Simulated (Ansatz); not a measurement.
Consider CsSnI3 in the cubic perovskite structure (space group Pm-3m, No. 221; a = 6.2713 Å).

One thing is altered: every Cs is replaced by Na; the structure is relaxed again.

Calculations: Ansatz (an electronic-structure program), PBE, PAW, cutoff 420 eV, no spin-orbit coupling.

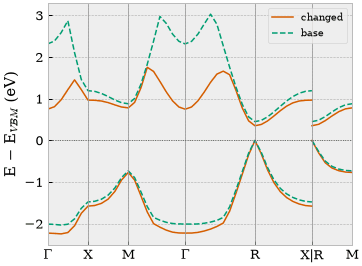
Fig. 1. Highest valence and lowest conduction band along the path, each from its own valence-band maximum

### Question
From the figure, how large is the changed gap, and is it direct?

### Answer
About 0.35 eV, direct at R.

With I present, leaving out spin-orbit coupling can change the band edges. Stability against distortions was not tested. As relaxed here, NaSnI3 is a hypothetical phase, not in the database extracts checked. Many cubic perovskites are stable only at high temperature; tilts and polar distortions were not tested.
